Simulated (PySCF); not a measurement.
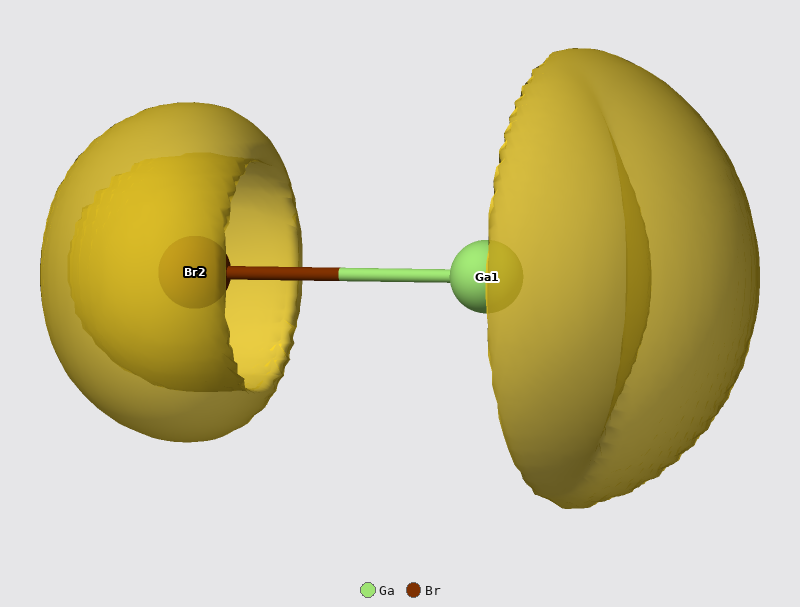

GaBr. Isosurface of the ELF at 0.8 (yellow), seen from one side. Only the valence region is drawn (cores and ρ < 0.01 e/Å³ removed).

Computed with PBE0/def2-TZVPP, non-relativistic Hamiltonian with scalar-relativistic core potentials where named, at a bond length of 2.380 Å (PySCF).

```xyz
2

Ga    0.0000    0.0000   -1.2704
Br    0.0000    0.0000    1.1096
```

Question: What do the ELF domains correspond to?

Answer: The ELF exceeds this value in one ring or bowl of non-bonding electrons around Br and one lobe on Ga, pointing away from the bonds (lone pairs). Along the contacts the grid gives the following. Ga–Br (2.38 Å): the ELF peaks at about 0.75 in the valence shell of Br, 1.0 Å from its nucleus, and is about 0.60 at the midpoint.
